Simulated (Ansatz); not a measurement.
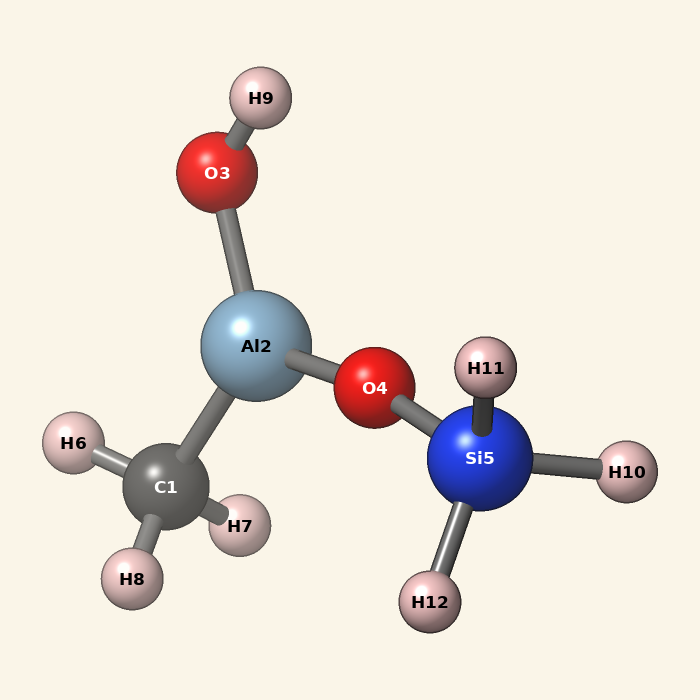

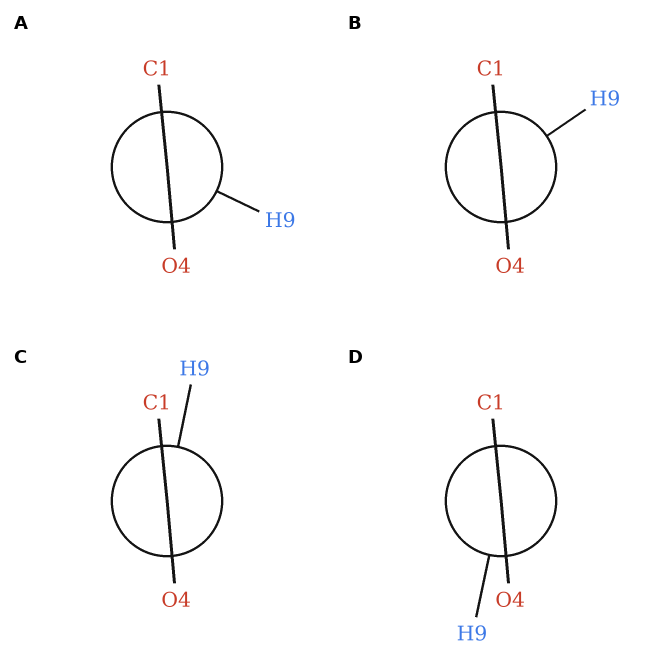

Distant atoms are faded towards the background colour. Bonds that would overlap in a projection are set slightly apart. The geometry was computed by an optimisation with PBE-D4/def2-SVP. No frequency run is at hand to confirm it as a minimum.

> Which Newman projection shows the view along Al2–O3, with Al2 in front?

D. The torsion angle O4–Al2–O3–H9 is 1°, synperiplanar (eclipsed).
